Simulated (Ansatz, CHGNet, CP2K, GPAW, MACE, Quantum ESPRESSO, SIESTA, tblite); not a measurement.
# Random packing of 41In2S3-59GeS2 (mol %) (84 atoms) in other programs, against a plane-wave reference

Aim: run random packing of 41In2S3-59GeS2 (mol %) (84 atoms) in several programs and set results and cost side by side. A plane-wave run serves as the reference.

Main program and level: Quantum ESPRESSO 7.5; Kohn-Sham DFT, PBE, SSSP efficiency 1.3.0 pseudopotentials, plane waves.

## 1. Set-up

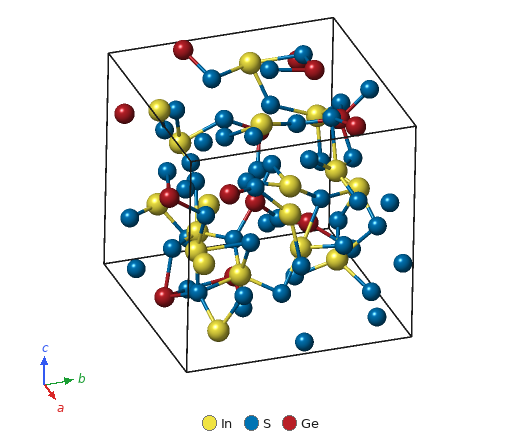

Start, viewed slightly off an axis; indium yellow, sulfur blue, germanium red. Bonds to atoms that aren't drawn are left out.

The cell holds 84 atoms: 18 In, 53 S and 13 Ge. Its edges and angles: a = 12.555 Å, b = 12.555 Å, c = 12.555 Å, α = 90.0°, β = 90.0°, γ = 90.0°. 84 atoms (18 In, 53 S, 13 Ge) packed at random in a cube at 3.95 g/cm³ and pushed apart as soft spheres, cations and anions kept from their own kind; a start for melting by ab initio MD, not an equilibrated structure. Then every atom was moved at random, 0.03 Å r.m.s. a Cartesian component.

## 2. Plane-wave reference

pw.in

```
&control
  calculation = 'scf'
  pseudo_dir = './pseudo'
  outdir = './tmp'
  disk_io = 'none'
  tprnfor = .true.
  tstress = .true.
/
&system
  ibrav = 0
  nat = 84
  ntyp = 3
  ecutwfc = 45
  ecutrho = 360
  nosym = .true.
  occupations = 'smearing'
  smearing = 'fd'
  degauss = 0.003675
/
&electrons
  conv_thr = 4.2e-07
  electron_maxstep = 100
  mixing_beta = 0.4
  mixing_mode = 'plain'
  diagonalization = 'david'
/
ATOMIC_SPECIES
In 114.818 In.upf
S 32.060 S.upf
Ge 72.630 Ge.upf
CELL_PARAMETERS angstrom
12.55510 0.00000 0.00000
0.00000 12.55510 0.00000
0.00000 0.00000 12.55510
ATOMIC_POSITIONS crystal
In 0.10639 0.59302 0.90724
In 0.00879 0.32433 0.52367
In 0.53000 0.48930 0.85252
In 0.48722 0.94386 0.44878
In 0.65445 0.36022 0.22387
In 0.02508 0.45121 0.21579
In 0.66745 0.15753 0.37780
In 0.21025 0.85691 0.66638
In 0.58647 0.81723 0.18520
In 0.68407 0.61824 0.32369
In 0.37876 0.08951 0.90878
In 0.83719 0.50856 0.57977
[... 68 atom lines left out ...]
Ge 0.02608 0.67107 0.53148
Ge 0.07591 0.04852 0.74325
Ge 0.90789 0.21035 0.76227
Ge 0.84717 0.79005 0.95449
K_POINTS gamma
```

Command:

```sh
$ OMP_NUM_THREADS=1 mpirun -np 4 pw.x -in pw.in > output.txt
```

Numbers of over 12 decimals in the logs are rounded to 6 here.

The program printed:

```text
Program PWSCF
     gamma-point specific algorithms are used
     one sub-group per band group will be used
     scalapack distributed-memory algorithm (size of sub-group:  2*  2 procs)
     Parallelization info
     sticks:   dense  smooth     PW     G-vecs:    dense   smooth      PW
     Min        4034    2016    505               385238   136224   17011
     Max        4036    2018    508               385248   136230   17014
     Sum       16141    8069   2025              1540979   544913   68051
     bravais-lattice index     =            0
     lattice parameter (alat)  =      23.7257  a.u.
     unit-cell volume          =   13355.4071 (a.u.)^3
     number of atoms/cell      =           84
     number of atomic types    =            3
     number of electrons       =       734.00
[... lines left out ...]
     scf convergence threshold =      4.2E-07
[... lines left out ...]
     number of k points=     1  Fermi-Dirac smearing, width (Ry)=  0.0037
[... lines left out ...]
     total energy              =   -6657.42400181 Ry
[... lines left out ...]
     total energy              =   -6654.47581409 Ry
[... lines left out ...]
     total energy              =   -6657.97792089 Ry
[... lines left out ...]
     total energy              =   -6659.66145105 Ry
[... lines left out ...]
     total energy              =   -6659.66145110 Ry
[... lines left out ...]
          k = 0.0000 0.0000 0.0000 ( 34026 PWs)   bands (ev):
   -19.4244 -19.4071 -19.3868 -19.3731 -19.3167 -19.2893 -19.2462 -19.2210
   -19.2202 -19.2165 -19.2071 -19.1909 -19.1751 -19.1744 -19.1595 -19.0917
   -19.0311 -19.0089 -18.9910 -18.9637 -18.9495 -18.9494 -18.9336 -18.9112
[...]
9.8385   9.8808   9.8903   9.9749  10.0041  10.0792  10.0856  10.1320
    10.2189  10.2624  10.3053  10.3630  10.4300  10.4718  10.5344  10.5878
     the Fermi energy is     5.9202 ev
!    total energy              =   -6659.66145081 Ry
     estimated scf accuracy    <       0.00000039 Ry
     smearing contrib. (-TS)   =      -0.04152211 Ry
     internal energy E=F+TS    =   -6659.61992870 Ry
     The total energy is F=E-TS. E is the sum of the following terms:
     one-electron contribution =   -3608.21242352 Ry
     hartree contribution      =    2296.73529965 Ry
     xc contribution           =   -2059.28109778 Ry
     ewald contribution        =   -3288.86170706 Ry
     convergence has been achieved in  46 iterations
     Forces acting on atoms (cartesian axes, Ry/au):
     atom    1 type  1   force =     0.02418401   -0.02899627    0.00460869
     atom    2 type  1   force =    -0.03155189   -0.02519522    0.01030240
     atom    3 type  1   force =    -0.01625927   -0.00600161   -0.05838529
[...]
atom   83 type  3   force =    -0.03070624   -0.00560337    0.01500756
     atom   84 type  3   force =    -0.00649308    0.02931281    0.05148273
     Total force =     0.461782     Total SCF correction =     0.002522
     Computing stress (Cartesian axis) and pressure
          total   stress  (Ry/bohr**3)                   (kbar)     P=       23.69
   0.00013995   0.00004941   0.00000124           20.59        7.27        0.18
   0.00004941   0.00012029  -0.00003616            7.27       17.69       -5.32
   0.00000124  -0.00003616   0.00022283            0.18       -5.32       32.78
     Message from routine punch:
     Nothing written, as per user request (disk_io='none')
```

Run time: 13 min. Hardware: 4 MPI ranks of Arm Neoverse V2, shared host; peak memory 5.5 GiB; 54 min of CPU time.

Banners, paths, timers and routine set-up lines are dropped from the logs unmarked, and long logs keep their key lines alone; longer cuts are marked.

Numbers from this run:

- r.m.s. force component: 0.7479 eV/Å
- longest force: 2.856 eV/Å
- pressure: 2.369 GPa

## 3. Structure statistics

Pair distribution functions g(r), in bins of 0.2 Å:

```
r (Å)  total   S-S  S-In  S-Ge  In-In  In-Ge  Ge-Ge
 2.10   0.19  0.00  0.00  0.96   0.00   0.00   0.00
 2.30   1.02  0.00  1.02  3.77   0.00   0.00   0.00
 2.50   1.61  0.00  4.76  1.63   0.00   0.00   0.00
 2.70   0.78  0.00  1.96  1.29   0.00   0.00   0.00
 2.90   0.59  0.00  0.79  1.50   0.00   0.00   3.31
 3.10   1.31  1.84  0.77  0.24   1.46   3.11   1.91
 3.30   2.42  4.52  0.84  0.96   3.58   0.60   0.00
 3.50   1.08  1.00  0.95  1.52   1.21   0.80   0.75
 3.70   0.89  0.85  1.14  0.42   0.37   1.73   1.40
 3.90   0.94  1.11  0.54  1.04   1.30   1.32   0.00
 4.10   0.73  0.63  0.78  0.82   0.86   1.02   0.00
 4.30   0.84  0.76  0.58  0.92   1.05   1.97   1.01
 4.50   1.03  0.75  1.27  0.95   0.23   1.48   3.67
 4.70   0.90  1.02  0.97  0.72   1.09   0.30   0.86
 4.90   0.91  0.84  1.06  0.90   0.80   0.84   0.78
 5.10   1.04  1.03  0.95  1.24   1.49   0.52   1.42
 5.30   0.94  0.84  1.11  1.01   1.02   0.83   0.00
 5.50   1.09  0.96  1.28  1.17   0.81   1.11   0.92
 5.70   0.99  1.00  0.86  1.17   1.04   0.84   0.86
 5.90   1.15  1.18  1.14  1.08   0.99   1.35   1.06
 6.10   0.91  0.92  0.91  0.80   1.30   0.72   1.27
```

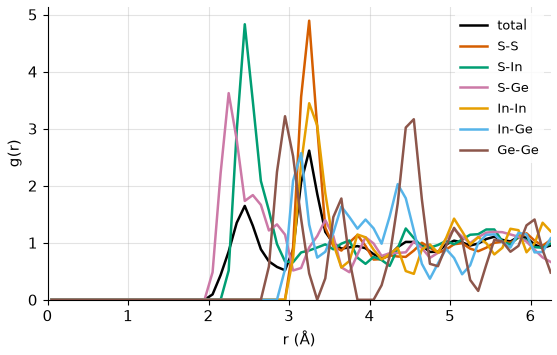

Pair distribution functions, lightly smoothed.

Bonds by pair of elements; cutoffs follow the first minimum of g(r), held within bounds set by covalent radii, and pairs that aren't listed don't count as bonded:

```
pair A-B  cutoff (Å)  bonds  mean length (Å)  spread (Å)  shortest (Å)  B about A  A about B
    S-In        3.02     67             2.55       0.166          2.36       1.26       3.72
    S-Ge        3.02     50             2.52       0.271          2.16      0.943       3.85
```

How many atoms have how many bonded neighbours:

```
element  mean  0   1   2   3   4  5
     Ge  3.85  0   0   1   4   4  4
     In  3.72  0   0   1   5  10  2
      S  2.21  3  10  18  17   5  0
```

Rings of the network by King's shortest-path rule, up to 12 atoms, one path for each pair of neighbours; H, halogens, alkali and alkaline-earth atoms are left out, and the last column divides by all other atoms, bonded or not:

```
ring size (atoms)  rings  per network atom
                4     16              0.19
                6     17             0.202
                8     21              0.25
               10     12             0.143
               12     13             0.155
```

## 4. The ladder

The programs:
- CHGNet: machine-learned potential, published weights.
- CP2K 2026.2: Gaussian basis with GTH pseudopotentials and a plane-wave density; labels give functional, basis (MOLOPT sets; SR short-range, UZH the newer set with its own potentials), grid cutoff/relative cutoff and solver (OT: orbital transformation; TRS4, TC2, SIGN: linear-scaling purification with its sparsity filter), or its built-in tight binding.
- GPAW 26.7.0: PAW with atomic orbitals (LCAO), plane waves or a real-space grid of spacing h.
- MACE: machine-learned potential, published weights.
- SIESTA 5.4.2: numerical atomic orbitals, whose automatically made sets are far from complete, with PseudoDojo norm-conserving potentials that we converted to its format (checked against plane waves on the same files for H, C, O, Si, Ge and Ca alone); labels give functional, basis size, energy shift and mesh cutoff.
- tblite 0.8.0: extended tight binding, driven from Python.

All use the same cell and atoms; the electronic-structure runs use the same k-mesh, and an electronic temperature of 580 K (0.05 eV) where levels are smeared.

Differences are against the plane-wave reference, forces as r.m.s. over components; share is that over the reference's r.m.s. force, slope the least-squares factor from reference forces to these. Total energies of different programs have different zeros and aren't compared.

```
                                                               run  Δ force, r.m.s. (meV/Å)  share (%)  slope  Δ pressure (GPa)  cores  CPU time  memory (GiB)
                                                         reference                        -          -      -                 -      4    54 min           5.5
                                            CHGNet 0.3.0 potential                      357       47.7  0.861            -0.233      1     2.8 s          0.66
       CP2K PBE+rVV10L, DZVP-MOLOPT-SR, 350/50 Ry, diagonalisation                     59.7       7.99  1.026            -0.223      2    13 min           4.4
     CP2K PBE, DZVP-MOLOPT-SR, 175/50 Ry, diagonalisation (coarse)                     47.2       6.31  1.020             0.665      2   5.6 min           1.2
              CP2K PBE, DZVP-MOLOPT-SR, 350/50 Ry, diagonalisation                     41.7       5.57  1.020             0.599      2   6.4 min           2.4
      CP2K PBE, SZV-MOLOPT-SR, 350/50 Ry, diagonalisation (coarse)                      371       49.5  1.314              2.84      1   5.1 min           2.1
CP2K PBE, TZV2P-MOLOPT (SR for In, Ge), 350/50 Ry, diagonalisation                     45.1       6.03  1.022             0.605      4    17 min           5.2
                    CP2K PBE, TZVP-UZH, 350/50 Ry, diagonalisation                     49.9       6.67  1.027             0.676      4    10 min           5.2
                                       GPAW PBE, LCAO dzp, h 0.2 Å                      144       19.2  1.083                 -      1   4.9 min           1.9
                         GPAW PBE, LCAO szp(dzp), h 0.2 Å (coarse)                      320       42.7  1.178                 -      1   3.8 min           1.8
                                      GPAW RPBE, LCAO dzp, h 0.2 Å                      158       21.2  1.113                 -      1   5.1 min           1.9
                                       MACE MP-0b2 small potential                      299       40.0  0.987             0.699      1     5.3 s          0.67
                                      MACE MP-0b3 medium potential                      231       30.9  0.921            -0.059      1     6.8 s          0.86
               SIESTA PBE, DZ, shift 0.01 Ry, mesh 300 Ry (coarse)                      483       64.6  1.290              3.14      1   4.1 min           1.1
                       SIESTA PBE, DZP, shift 0.01 Ry, mesh 300 Ry                      204       27.3  1.091             0.655      2    11 min           2.0
               SIESTA PBE, SZ, shift 0.02 Ry, mesh 300 Ry (coarse)                      730       97.6  1.485              2.88      1   2.7 min          0.79
                                                   tblite GFN2-xTB                      255       34.1  0.867            -0.862      1      22 s          0.17
                                                  tblite IPEA1-xTB                      593       79.2  1.123             -6.62      1     8.5 s          0.17
```

Rows marked coarse were listed beforehand as settings not expected to be converged; some can still land near the reference.

Times of the machine-learned potentials are mostly Python's start and the loading of weights.

CPU time is summed over cores on a shared host, where runs went side by side, so it is rough. Symmetry, cutoffs, thresholds, outputs and thread counts weren't matched or tuned between programs; memory under MPI is the largest rank's times the ranks.

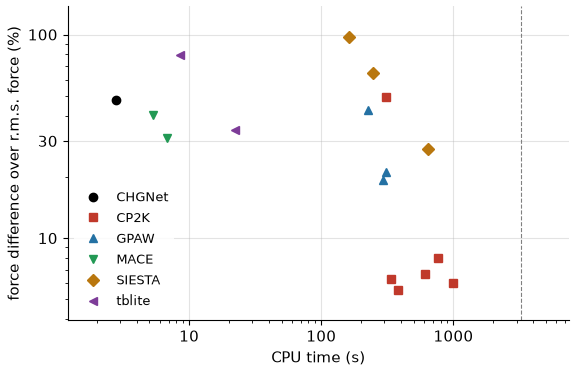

Force difference against CPU time; the dashed line marks the reference's time.

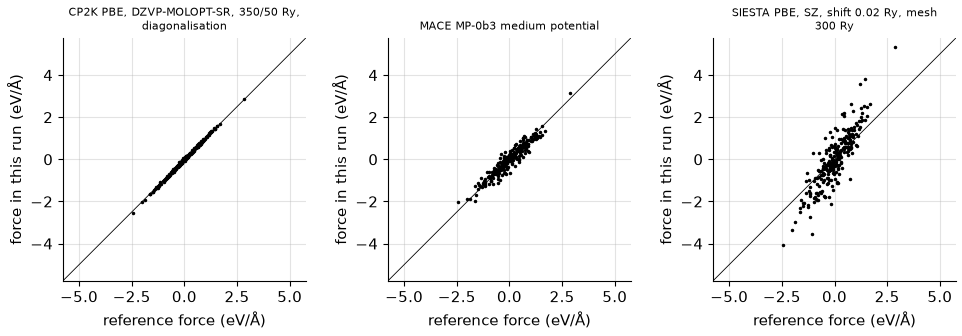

Force components against those of the reference; the line marks equality.

Runs without a result: CP2K GFN1-xTB, diagonalisation (not converged, the SCF not settling); SIESTA PBE, SZ, shift 0.01 Ry, mesh 300 Ry (cut off at its time limit of 3 min).

Mean charges by element (e), by run and scheme:

```
                                                               run     scheme     In      S     Ge
       CP2K PBE+rVV10L, DZVP-MOLOPT-SR, 350/50 Ry, diagonalisation   Mulliken  -0.32  +0.05  +0.26
              CP2K PBE, DZVP-MOLOPT-SR, 350/50 Ry, diagonalisation   Mulliken  -0.30  +0.04  +0.26
CP2K PBE, TZV2P-MOLOPT (SR for In, Ge), 350/50 Ry, diagonalisation   Mulliken  +0.39  -0.14  +0.05
                    CP2K PBE, TZVP-UZH, 350/50 Ry, diagonalisation   Mulliken  +0.38  -0.20  +0.30
                       SIESTA PBE, DZP, shift 0.01 Ry, mesh 300 Ry  Hirshfeld  +0.25  -0.13  +0.18
                                                   tblite GFN2-xTB   Mulliken  +0.23  -0.18  +0.43
                                                  tblite IPEA1-xTB   Mulliken  +0.26  -0.10  +0.06
```

Within one program, basis, potentials and functional, energies share a zero. Each run against its twin at the usual cutoff or grid and solver:

```
                                                 run                                        twin  Δ energy (meV/atom)  Δ force, r.m.s. (meV/Å)  CPU time over the twin's
CP2K PBE, DZVP-MOLOPT-SR, 175/50 Ry, diagonalisation  DZVP-MOLOPT-SR, 350/50 Ry, diagonalisation               -0.814                     24.3                      0.88
```

## 5. Outcome

| Item | Value |
| --- | --- |
| reference r.m.s. force component | 0.748 eV/Å |
| nearest in forces | CP2K PBE, DZVP-MOLOPT-SR, 350/50 Ry, diagonalisation, 5.6 % |
| farthest in forces | SIESTA PBE, SZ, shift 0.02 Ry, mesh 300 Ry (coarse), 98 % |
| cheapest electronic-structure run beside the reference | tblite IPEA1-xTB, 8.5 s of CPU time |

What this shows: The PBE runs in local orbitals, coarse settings apart, differ by 5.6 % (CP2K PBE, DZVP-MOLOPT-SR, 350/50 Ry, diagonalisation) to 27 % (SIESTA PBE, DZP, shift 0.01 Ry, mesh 300 Ry); basis, grid and potentials can all enter. Tight binding differs by 34 % (tblite GFN2-xTB) to 79 % (tblite IPEA1-xTB); it is another model, with fitted parameters of its own, and the xTB methods hold dispersion. Machine-learned potentials differ by 31 % (MACE MP-0b3 medium potential) to 48 % (CHGNet 0.3.0 potential); they were trained on other programs' data. Rows with another functional or a dispersion term differ by 8.0 % (CP2K PBE+rVV10L, DZVP-MOLOPT-SR, 350/50 Ry, diagonalisation) to 21 % (GPAW RPBE, LCAO dzp, h 0.2 Å), which mixes the change of model with differences of basis and potentials. IPEA1-xTB was fitted to ionisation energies and electron affinities, not to forces or charges. tblite GFN2-xTB needed 112 SCF steps, so its time overstates the method's usual cost. Runs with settings chosen to be coarse differ by 6.3 % (CP2K PBE, DZVP-MOLOPT-SR, 175/50 Ry, diagonalisation) to 98 % (SIESTA PBE, SZ, shift 0.02 Ry, mesh 300 Ry), their programs' other errors included. Of the electronic-structure runs that take under half the reference's CPU time, CP2K PBE, DZVP-MOLOPT-SR, 350/50 Ry, diagonalisation comes nearest, at 5.6 % in 6.4 min against 54 min. CP2K PBE, SZV-MOLOPT-SR, 350/50 Ry, diagonalisation stiffens the forces by a factor of 1.31 while following their directions (correlation 0.960); the slopes of the 6 CP2K runs lie between 1.02 and 1.31. In pressure, SIESTA PBE, DZ, shift 0.01 Ry, mesh 300 Ry misses by +3.1 GPa, at the same functional. Charges hang on model, scheme and program or settings: among these rows the mean for In runs from -0.32 to +0.39 e, even in sign. In the reference: levels near the Fermi energy are neither full nor empty under the smearing, so no gap is quoted. In the reference: for some of the pairs, g(r) has its first main peak near 3.2 Å (S-S), 2.5 Å (S-In), 2.2 Å (S-Ge), 3.3 Å (In-In) and 3.1 Å (In-Ge). Periodic xTB results under one method name differ between programs and library versions. The potentials hold different valence shells: 734 electrons in the reference, 604 in CP2K with SZV-MOLOPT-SR and 604 in GPAW; this bears on time and differences. GPAW's setups keep the filled d shell of Ge in the core. The reference's pressure holds the uncorrected Pulay stress of its 45 Ry basis, so small pressure differences, and their order, may be the reference's own error. Machine-learned potentials mimic data converged in k, so the reference's own k-point error enters their differences. The reference's pressure of 2.4 GPa belongs to a cell and atoms that aren't relaxed at this level. The electronic-structure runs sample only Γ, in a cell whose shortest periodic width is 13 Å, which is coarse for a cell with partly filled levels.

[Also dropped from logs without a mark: logging warnings of Python, and SIESTA's first energy breakdown and zero terms.]

[Logs are printed without paths, hosts, clocks, repeated set-up lines and the standing remarks that a program may print on its own settings, such as how far it seeks lower states.]

[Hosts, paths, dates, database ids (printed as entryN), source tags and the programs' standing remarks are cut or masked in the printed files.]
